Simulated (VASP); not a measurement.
# PbF2 (Fluorocronite): structure and properties in VASP, part 2 of 3

Wanted: the relaxed cell of PbF2 (Fluorocronite) and its properties. The start is a cell from a database of measured crystal structures.

VASP 6.6.1; PBE with D3(BJ); plane waves and PAW (Pb_d, F).

So far, gap on the k-mesh (eV): step 2 (relaxing cell and atoms (PBE + D3(BJ))) 4.46. The relaxed cell has a = 5.956 Å (conventional setting).

The database entry behind the starting cell differs from later determinations by our own check (0.1 to 0.3 % short, probably kX units), so it need not match the best structure at ambient conditions.

## Step 4: Density, ELF and potential (PBE + D3(BJ))

The relaxed cell gets a fresh self-consistent run, on a basis set for its own volume, to fix the density and to check the remaining stress.

The input, INCAR:

```
SYSTEM = PbF2
PREC = Accurate
ENCUT = 520
EDIFF = 1E-06
NELM = 100
ISMEAR = 0
SIGMA = 0.05
LREAL = .FALSE.
ALGO = Normal
GGA = PE
IVDW = 12
NBANDS = 20
LORBIT = 11
LWAVE = .FALSE.
LCHARG = .TRUE.
ISIF = 2
LELF = .TRUE.
LVHAR = .TRUE.
```

The input, POSCAR:

```
PbF2
1.0
    0.0000000000      2.9779238876      2.9779238876
    2.9779238876      0.0000000000      2.9779238876
    2.9779238876      2.9779238876      0.0000000000
Pb F
1 2
Direct
    0.0000000000      0.0000000000      0.0000000000
    0.2500000000      0.2500000000      0.2500000000
    0.7500000000      0.7500000000      0.7500000000
```

The input, KPOINTS:

```
Automatic mesh
0
Gamma
7 7 7
0 0 0
```

PAW data sets: Pb_d and F (PBE family, release 64).

Launch:

```console
mpirun -np 2 vasp_std
```

Output:

```text
[banner, memory and clock lines left out]
running    2 mpi-ranks, on    1 nodes
 distrk:  each k-point on    2 cores,    1 groups
 distr:  one band on    1 cores,    2 groups

 POSCAR found type information on POSCAR PbF
 POSCAR found :  2 types and       3 ions
 LDA part: xc-table for (Slater+PW92), standard interpolation
 POSCAR, INCAR and KPOINTS ok, starting setup
 FFT: planning ... GRIDC
 FFT: planning ... GRID_SOFT
 FFT: planning ... GRID
 WAVECAR not read
 entering main loop
       N       E                     dE             d eps       ncg     rms          rms(c)
DAV:   1     0.304098680026E+03    0.30410E+03   -0.14782E+04   800   0.161E+03
[... 2 cycles as in an earlier step ...]
DAV:   4    -0.162815858306E+02   -0.80518E+00   -0.80413E+00   920   0.254E+01
[... 2 cycles as in an earlier step ...]
DAV:   7    -0.143498718457E+02    0.33998E-02   -0.46633E-01   832   0.426E+00    0.157E+00
DAV:   8    -0.143463095894E+02    0.35623E-02   -0.10339E-01   840   0.365E+00    0.523E-01
DAV:   9    -0.143433383426E+02    0.29712E-02   -0.20207E-02  1016   0.106E+00    0.103E-01
DAV:  10    -0.143444994523E+02   -0.11611E-02   -0.16355E-03   808   0.379E-01    0.337E-02
[... 1 cycle as in an earlier step ...]
DAV:  12    -0.143444895273E+02   -0.11844E-04   -0.40131E-05   860   0.563E-02    0.111E-02
DAV:  13    -0.143444873127E+02    0.22146E-05   -0.15835E-05  1024   0.384E-02    0.165E-03
DAV:  14    -0.143444873682E+02   -0.55523E-07   -0.68713E-07   632   0.627E-03
   1 F= -.14798455E+02 E0= -.14798455E+02  d E =-.896772E-17
```

Wall time 6 s (2 MPI ranks of Intel Xeon 6975P-C (Granite Rapids), shared host); peak memory 0.3 GiB; 9.9 s of CPU time.

OUTCAR, selected parts (step 4):

```text
The static configuration has the point symmetry O_h .

 Found     20 irreducible k-points:

   NELECT =      28.0000    total number of electrons

 E-fermi :   1.9908

 Edisp (eV)   -0.45397

 POSITION                                       TOTAL-FORCE (eV/Angst)
 -----------------------------------------------------------------------------------
      0.00000      0.00000      0.00000        -0.000000     -0.000000      0.000000
      1.48896      1.48896      1.48896         0.000000      0.000000     -0.000000
      4.46689      4.46689      4.46689         0.000000      0.000000      0.000000
 -----------------------------------------------------------------------------------
    total drift:                                0.000000     -0.000000      0.000000

  FREE ENERGIE OF THE ION-ELECTRON SYSTEM (eV)
  ---------------------------------------------------
  free  energy   TOTEN  =       -14.7984551573 eV

  energy  without entropy=      -14.7984551573  energy(sigma->0) =      -14.79845516

[... 17 parts as in an earlier step ...]
```

This step gave:

- SCF cycles: 14

Valence electrons inside each PAW sphere by angular momentum. Sphere charges, by row:

```
atom  s (e)  p (e)  d (e)  tot (e)
 Pb1  1.553  0.281  9.864     11.7
  F2  1.742  4.324      0    6.065
  F3  1.742  4.324      0    6.065
```

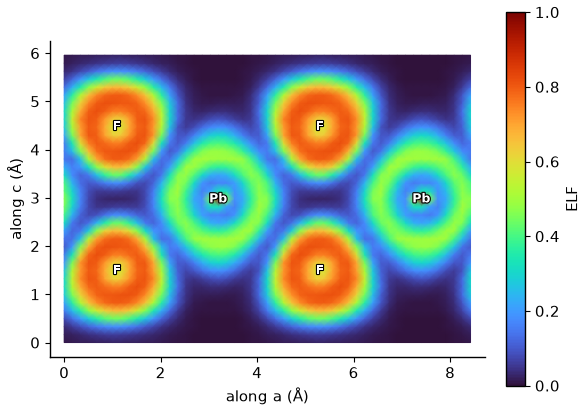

ELF in the ac plane of a cell with a along [110], b along [-110] and c along [001] of the cube at fractional y = 0.000, with atoms of Pb and F within 0.2 Å of it. It is the smooth field of the valence electrons, not physical close to the nuclei. The map starts off the cell's origin, so that atoms lie inside it.

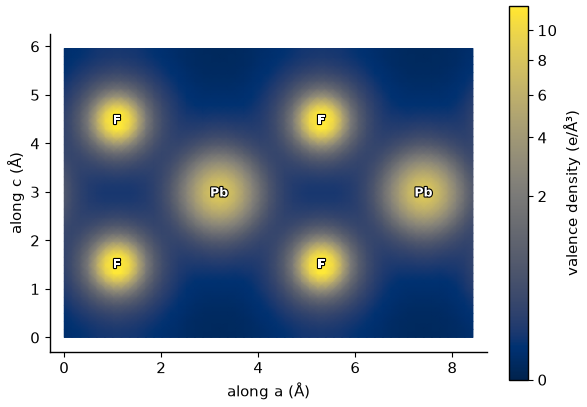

Valence density in the ac plane of a cell with a along [110], b along [-110] and c along [001] of the cube at fractional y = 0.000, with atoms of Pb and F within 0.2 Å of it. It is the smooth field of the valence electrons, not physical close to the nuclei. The map starts off the cell's origin, so that atoms lie inside it. The colour scale is stretched toward low values.

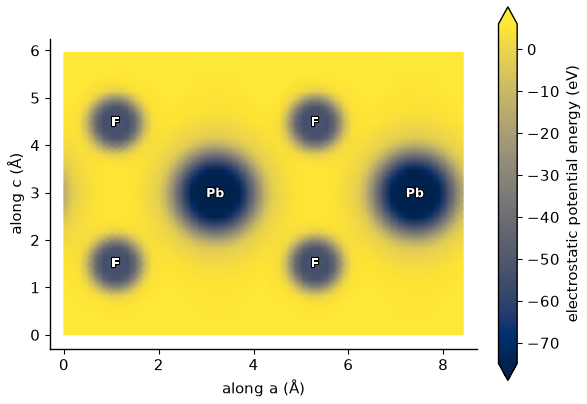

Electrostatic potential energy in the ac plane of a cell with a along [110], b along [-110] and c along [001] of the cube at fractional y = 0.000, with atoms of Pb and F within 0.2 Å of it. With pseudopotentials it is smooth inside the atoms' cores, unlike the true potential. The map starts off the cell's origin, so that atoms lie inside it.

In this run the pressure is 0.03 GPa, small enough to go on.

## Step 5: Band structure (PBE + D3(BJ))

The mesh alone shows little of the dispersion and can miss band extrema, so KPOINTS_OPT adds a path through the symmetry points after the self-consistent cycle.

The input, INCAR:

```
SYSTEM = PbF2
PREC = Accurate
ENCUT = 520
EDIFF = 1E-06
NELM = 100
ISMEAR = 0
SIGMA = 0.05
LREAL = .FALSE.
ALGO = Normal
GGA = PE
IVDW = 12
NBANDS = 27
LORBIT = 11
LWAVE = .FALSE.
LCHARG = .FALSE.
KPAR = 2
```

POSCAR is that of step 4.

KPOINTS is that of step 4.

The input, KPOINTS_OPT:

```
Line mode
16
Line-mode
Reciprocal
  0.00000000   0.00000000   0.00000000 GAMMA
  0.50000000   0.00000000   0.50000000 X

  0.50000000   0.00000000   0.50000000 X
  0.50000000   0.25000000   0.75000000 W

  0.50000000   0.25000000   0.75000000 W
  0.37500000   0.37500000   0.75000000 K

  0.37500000   0.37500000   0.75000000 K
  0.00000000   0.00000000   0.00000000 GAMMA

  0.00000000   0.00000000   0.00000000 GAMMA
  0.50000000   0.50000000   0.50000000 L

  0.50000000   0.50000000   0.50000000 L
  0.62500000   0.25000000   0.62500000 U

  0.62500000   0.25000000   0.62500000 U
  0.50000000   0.25000000   0.75000000 W

  0.50000000   0.25000000   0.75000000 W
  0.50000000   0.50000000   0.50000000 L

  0.50000000   0.50000000   0.50000000 L
  0.37500000   0.37500000   0.75000000 K

  0.62500000   0.25000000   0.62500000 U
  0.50000000   0.00000000   0.50000000 X
```

Launch:

```console
mpirun -np 2 vasp_std
```

Output:

```text
[... set-up lines as in an earlier step ...]
 entering main loop
       N       E                     dE             d eps       ncg     rms          rms(c)
DAV:   1     0.288679497734E+03    0.28868E+03   -0.13895E+04  1096   0.117E+03
DAV:   2     0.104439924351E+02   -0.27824E+03   -0.25501E+03  1137   0.358E+02
DAV:   3    -0.155969567282E+02   -0.26041E+02   -0.25723E+02  1223   0.112E+02
DAV:   4    -0.162881880813E+02   -0.69123E+00   -0.69064E+00  1317   0.187E+01
DAV:   5    -0.163090198671E+02   -0.20832E-01   -0.20830E-01  1333   0.341E+00    0.804E+00
DAV:   6    -0.143561595604E+02    0.19529E+01   -0.72897E+00  1523   0.181E+01    0.268E+00
DAV:   7    -0.143514946628E+02    0.46649E-02   -0.42068E-01  1167   0.322E+00    0.158E+00
DAV:   8    -0.143475523845E+02    0.39423E-02   -0.10698E-01  1155   0.282E+00    0.608E-01
DAV:   9    -0.143433325617E+02    0.42198E-02   -0.17079E-02  1461   0.816E-01    0.107E-01
DAV:  10    -0.143445219715E+02   -0.11894E-02   -0.15734E-03  1134   0.301E-01    0.410E-02
DAV:  11    -0.143444772948E+02    0.44677E-04   -0.12457E-04  1252   0.873E-02    0.128E-02
DAV:  12    -0.143444871691E+02   -0.98742E-05   -0.35061E-05  1160   0.468E-02    0.758E-03
DAV:  13    -0.143444873408E+02   -0.17174E-06   -0.48271E-06  1191   0.190E-02
   1 F= -.14798455E+02 E0= -.14798455E+02  d E =-.126580E-10
 Start KPOINTS_OPT (optional k-point list driver)
k-point batch [1-20\160]
       N       E                     dE             ncg
DAV:   1     0.158257725036E+04   -0.10373E+05     1115
DAV:   2    -0.375701094421E+04   -0.53396E+04     1183
DAV:   3    -0.425915214112E+04   -0.50214E+03     1209
DAV:   4    -0.427272964794E+04   -0.13578E+02     1330
DAV:   5    -0.427314328450E+04   -0.41364E+00     1414
DAV:   6    -0.427316029904E+04   -0.17015E-01     1421
DAV:   7    -0.427316102367E+04   -0.72463E-03     1477
DAV:   8    -0.427316103454E+04   -0.10872E-04     1151
DAV:   9    -0.427316103485E+04   -0.30395E-06      865
[...]
k-point batch [141-160\160]
       N       E                     dE             ncg
DAV:   1     0.182236863236E+04   -0.17526E+05     1083
DAV:   2    -0.370102366784E+04   -0.55234E+04     1115
DAV:   3    -0.425899638173E+04   -0.55797E+03     1267
DAV:   4    -0.427386661891E+04   -0.14870E+02     1424
DAV:   5    -0.427429474601E+04   -0.42813E+00     1426
DAV:   6    -0.427431490680E+04   -0.20161E-01     1522
DAV:   7    -0.427431581912E+04   -0.91233E-03     1553
DAV:   8    -0.427431582284E+04   -0.37129E-05     1284
DAV:   9    -0.427431582298E+04   -0.13929E-06      991
```

Wall time 33 s (2 MPI ranks); peak memory 0.4 GiB.

From OUTCAR (step 5):

```text
   k-points           NKPTS =     20   k-points in BZ     NKDIM =     20   number of bands    NBANDS=     27

   NELECT =      28.0000    total number of electrons

 E-fermi :   1.9207

 k-point     1 :       0.0000    0.0000    0.0000
  band No.  band energies     occupation
    ...
     10      -0.6678      2.00000
     11      -0.6678      2.00000
     12      -0.1749      2.00000
     13      -0.1749      2.00000
     14      -0.1749      2.00000
     15       8.4732      0.00000
     16       8.4732      0.00000
     17       8.4732      0.00000
     18      12.3171      0.00000
     19      16.8320      0.00000
    ...

 Edisp (eV)   -0.45397

  Total       0.00975     0.00975     0.00975    -0.00000     0.00000    -0.00000
  in kB       0.29573     0.29573     0.29573    -0.00000     0.00000    -0.00000
  external pressure =        0.30 kB  Pullay stress =        0.00 kB

 POSITION                                       TOTAL-FORCE (eV/Angst)
 -----------------------------------------------------------------------------------
      0.00000      0.00000      0.00000        -0.000000     -0.000000      0.000000
      1.48896      1.48896      1.48896        -0.000000     -0.000000     -0.000000
      4.46689      4.46689      4.46689         0.000000      0.000000      0.000000
 -----------------------------------------------------------------------------------
    total drift:                                0.000000     -0.000000      0.000000

  FREE ENERGIE OF THE ION-ELECTRON SYSTEM (eV)
  ---------------------------------------------------
  free  energy   TOTEN  =       -14.7984551298 eV

  energy  without entropy=      -14.7984551298  energy(sigma->0) =      -14.79845513

[... 8 parts as in an earlier step ...]

[... 8 further parts left out ...]
```

Spin-orbit coupling is off here; with elements this heavy it splits and shifts levels by tenths of an eV or more.

This step gave:

```yaml
scf_cycles: 13
bands: 27
fermi_energy: 1.921 eV
pressure: 0.02957 GPa
least_gap_on_mesh_and_path: 4.418 eV
least_direct_gap_on_mesh_and_path: 4.563 eV
valence_top_at_k: 0.5, 0.25, 0.75
conduction_bottom_at_k: 0.5, 0, 0.5
least_direct_gap_at_k: 0.5, 0, 0.5
```

The electronic bands at the labelled points (eV, zero at the valence-band top; v1 is the highest filled band, c1 the lowest empty one):

```
    point     v4     v3     v2     v1    c1    c2    c3     c4
        Γ  -2.38  -1.89  -1.89  -1.89  6.76  6.76  6.76  10.60
        X  -1.48  -1.48  -1.47  -0.14  4.42  7.85  7.85   8.99
        W  -2.58  -1.53  -1.42   0.00  6.04  6.04  7.47  10.17
        K  -1.98  -1.63  -1.48  -0.03  5.31  6.65  7.84   9.86
        Γ  -2.38  -1.89  -1.89  -1.89  6.76  6.76  6.76  10.60
        L  -2.57  -2.06  -2.06  -0.02  5.03  7.62  7.62  13.20
        U  -1.98  -1.63  -1.48  -0.03  5.31  6.65  7.84   9.86
        W  -2.58  -1.53  -1.42   0.00  6.04  6.04  7.47  10.17
        L  -2.57  -2.06  -2.06  -0.02  5.03  7.62  7.62  13.20
        K  -1.98  -1.63  -1.48  -0.03  5.31  6.65  7.84   9.86
jump to U  -1.98  -1.63  -1.48  -0.03  5.31  6.65  7.84   9.86
        X  -1.48  -1.48  -1.47  -0.14  4.42  7.85  7.85   8.99
```

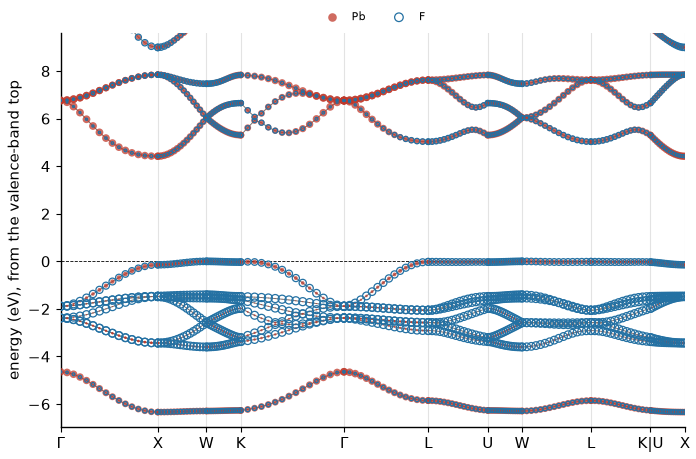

Electronic bands along the path; dots are coloured as in the legend, and their area grows with the weight.

The path lowers the gap by 0.04 eV against the mesh alone, so a band edge lies off the mesh.

## Step 6: Total and projected DOS (PBE + D3(BJ))

Here the states are counted by energy and projected on the atoms. The mesh is finer than in the run before.

Changes to INCAR since step 5:

```diff
@@ -5,3 +5,3 @@
 NELM = 100
-ISMEAR = 0
+ISMEAR = -5
 SIGMA = 0.05
@@ -16 +16,2 @@
 KPAR = 2
+NEDOS = 2001
```

POSCAR is that of step 5.

The input, KPOINTS:

```
Automatic mesh
0
Gamma
10 10 10
0 0 0
```

Launch:

```console
mpirun -np 2 vasp_std
```

Output:

```text
[... set-up lines as in an earlier step ...]
 entering main loop
       N       E                     dE             d eps       ncg     rms          rms(c)
DAV:   1     0.296165036378E+03    0.29617E+03   -0.13719E+04  2584   0.119E+03
DAV:   2     0.119002847903E+02   -0.28426E+03   -0.26013E+03  2694   0.362E+02
DAV:   3    -0.155660405341E+02   -0.27466E+02   -0.27156E+02  2969   0.115E+02
DAV:   4    -0.162871516066E+02   -0.72111E+00   -0.72049E+00  3066   0.192E+01
DAV:   5    -0.163089425867E+02   -0.21791E-01   -0.21789E-01  3282   0.348E+00    0.804E+00
DAV:   6    -0.143557614159E+02    0.19532E+01   -0.73028E+00  3570   0.181E+01    0.268E+00
DAV:   7    -0.143515155316E+02    0.42459E-02   -0.42542E-01  2771   0.324E+00    0.158E+00
DAV:   8    -0.143475898396E+02    0.39257E-02   -0.10704E-01  2737   0.282E+00    0.609E-01
DAV:   9    -0.143433538501E+02    0.42360E-02   -0.17210E-02  3348   0.819E-01    0.107E-01
DAV:  10    -0.143445466027E+02   -0.11928E-02   -0.15955E-03  2679   0.301E-01    0.417E-02
DAV:  11    -0.143444996201E+02    0.46983E-04   -0.12782E-04  2927   0.881E-02    0.128E-02
DAV:  12    -0.143445092297E+02   -0.96096E-05   -0.33669E-05  2735   0.447E-02    0.755E-03
DAV:  13    -0.143445096277E+02   -0.39801E-06   -0.43909E-06  2793   0.177E-02
   1 F= -.14798477E+02 E0= -.14798477E+02  d E =0.000000E+00
```

Wall time 15 s (2 MPI ranks); peak memory 0.42 GiB.

OUTCAR, selected parts (step 6):

```text
   k-points           NKPTS =     47   k-points in BZ     NKDIM =     47   number of bands    NBANDS=     27

   NELECT =      28.0000    total number of electrons

 E-fermi :   1.7167

 k-point     2 :       0.1000    0.0000    0.0000
  band No.  band energies     occupation
    ...
     10      -0.6870      2.00000
     11      -0.6870      2.00000
     12      -0.1911      2.00000
     13      -0.1911      2.00000
     14       0.0944      2.00000
     15       8.1046      0.00000
     16       8.5536      0.00000
     17       8.5536      0.00000
     18      12.9295      0.00000
     19      16.5337      0.00000
    ...

 Edisp (eV)   -0.45397

  Total       0.01088     0.01088     0.01088    -0.00000     0.00000     0.00000
  in kB       0.32991     0.32991     0.32991    -0.00000     0.00000     0.00000
  external pressure =        0.33 kB  Pullay stress =        0.00 kB

 POSITION                                       TOTAL-FORCE (eV/Angst)
 -----------------------------------------------------------------------------------
      0.00000      0.00000      0.00000         0.000000      0.000000     -0.000000
      1.48896      1.48896      1.48896         0.000000      0.000000      0.000000
      4.46689      4.46689      4.46689        -0.000000     -0.000000     -0.000000
 -----------------------------------------------------------------------------------
    total drift:                                0.000000     -0.000000      0.000000

  FREE ENERGIE OF THE ION-ELECTRON SYSTEM (eV)
  ---------------------------------------------------
  free  energy   TOTEN  =       -14.7984774168 eV

  energy  without entropy=      -14.7984774168  energy(sigma->0) =      -14.79847742

[... 9 parts as in an earlier step ...]

[... 7 further parts left out ...]
```

Numbers from this step:

```yaml
irreducible_k_points: 47
fermi_energy: 1.717 eV
pressure: 0.03299 GPa
valence_top_at_k: -0.3, 0.4, 0.2
conduction_bottom_at_k: 0.5, 0.5, 0
least_direct_gap_at_k: 0.5, 0.5, 0
gap_on_the_k_mesh: 4.427 eV
least_direct_gap_on_the_k_mesh: 4.563 eV
```

The density of states has structure finer than the step of the table below, so its rows give means over 1 eV, whole bins alone (the curve runs from -12.0 to 12.3 eV). Peaks (eV: height): total -2.7: 5.87, -1.6: 9.71, -0.1: 7.88, 7.7: 8.22; F p -2.7: 3.89, -1.6: 7.72, -0.1: 4.56, 7.7: 1.53; Pb p 5.3: 1.12, 7.2: 1.95, 7.7: 3.92; Pb s -6.2: 1.82, -0.1: 2.28; F s -5.9: 0.0371, 5.3: 0.119, 6.5: 0.0255.

States under -12.0 eV and over 12.3 eV are left out. Table of density of states by energy, zero at the valence-band top; means over each step; values in states/eV/cell:

```
energy (eV)    total      F p     Pb p     Pb s      F s
         -7        0        0        0        0        0
         -6     1.76    0.330   6.2e-4    0.898   0.0203
         -5    0.237   0.0269   1.9e-4    0.137  0.00976
         -4    0.114   0.0677  0.00698   4.1e-5   8.0e-5
         -3     4.06     2.60    0.194  0.00374  0.00731
         -2     5.34     4.04   0.0610  0.00795  0.00436
         -1    0.899    0.656  0.00437   0.0687  0.00328
          0     1.58    0.921  0.00233    0.436  0.00408
          1        0        0        0        0        0
          2        0        0        0        0        0
          3        0        0        0        0        0
          4  0.00504   8.7e-5  0.00202   2.1e-5   3.1e-4
          5     1.51    0.175    0.517   0.0192   0.0585
          6    0.669   0.0876    0.249  0.00653   0.0203
          7     2.26    0.312     1.07  0.00174   0.0202
          8     1.55    0.287    0.736   2.0e-5   6.9e-4
          9   0.0592  0.00509  0.00363   6.1e-5   5.1e-5
         10    0.578   0.0266   0.0660   4.7e-4  0.00181
         11    0.654   0.0272   0.0715  0.00342  0.00368
```

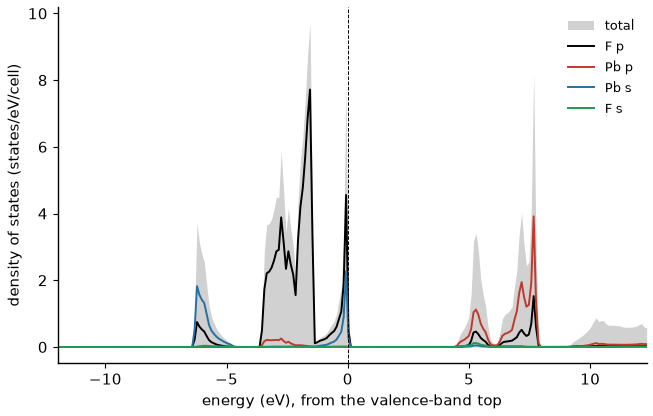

Density of states against energy.

The gap on this mesh is 4.43 eV. In the top eV of the valence band the largest shares in the PAW spheres are F p 59 % and Pb s 26 %; in the lowest eV of the conduction band, Pb p 34 % and F p 11 %. The rest lies in smaller channels or between the spheres.

[end of part 2 of 3]

[Lines on the potential files, build, host, timing and source positions are cut from VASP's logs without a mark.]

[Logs are printed without paths, hosts, clocks, repeated set-up lines and the standing remarks that a program may print on its own settings, such as how far it seeks lower states.]

[Hosts, paths, dates, database ids (printed as entryN), source tags and the programs' standing remarks are cut or masked in the printed files.]

[A measured line is paired with the nearest computed mode of its activity, which favours agreement.]
